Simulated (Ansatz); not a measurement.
Fields on a plane of Cr (bcc, W type)

```xyz
1
Lattice="-1.4072 1.4072 1.4072 1.4072 -1.4072 1.4072 1.4072 1.4072 -1.4072" Properties=species:S:1:pos:R:3 pbc="T T T"
Cr     0.0000     0.0000     0.0000
```

The slice is a {211} plane (indices of the conventional cell) through the point (0.000, 0.000, 0.000) (fractional), spanned by u = [111] and v = [1 0 -1] in vectors of this cell: u (2.44 Å) and v (3.98 Å, at 90° to u). It covers one period; positions are fractions (u, v).

Atoms on it: Cr at (0.00, 0.00).

Computed with PBEsol (plane waves to 420 eV, PAW, scalar-relativistic; Ansatz, a first-principles code). k mesh 23×23×23. Inside the PAW spheres the values are not all-electron values, and peaks at nuclei hang on which shells count as valence. Cr is run without spin polarisation. Cr was relaxed with its symmetry unable to fall. Real Cr orders magnetically; this run has no moments, which shifts volume and moduli. The PAW data are Ansatz's earlier set.

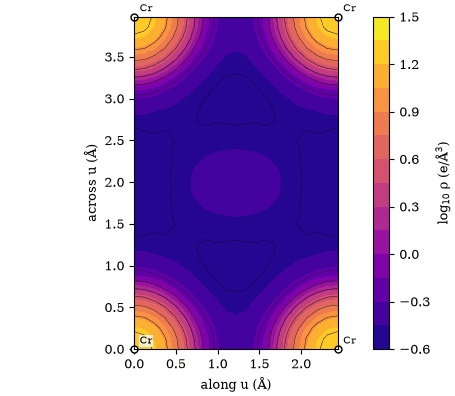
Figure. Log₁₀ of the valence density in e/Å³, one period of the plane, atoms marked. The scale is logarithmic, as a density can span decades between atoms and voids.

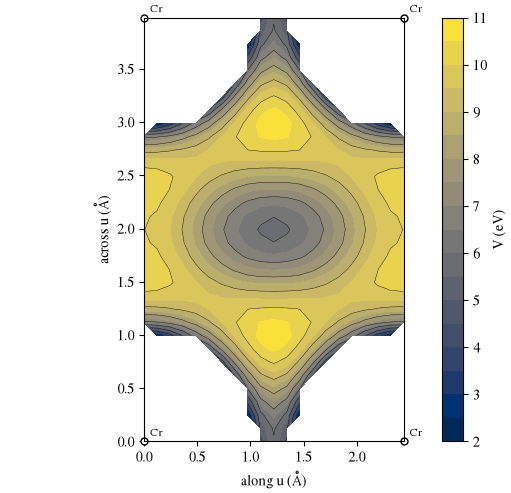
*Electrostatic potential energy of an electron, from the cell's mean, in eV, one period of the plane, atoms marked. Points within 1 Å of a nucleus are left white, as the pseudised field means little there. The zero, the cell's mean, hangs on the PAW cores.*

- Density on the Cr–Cr line (2.44 Å) at its midpoint: 0.39 e/Å³
- ELF at that point: 0.26
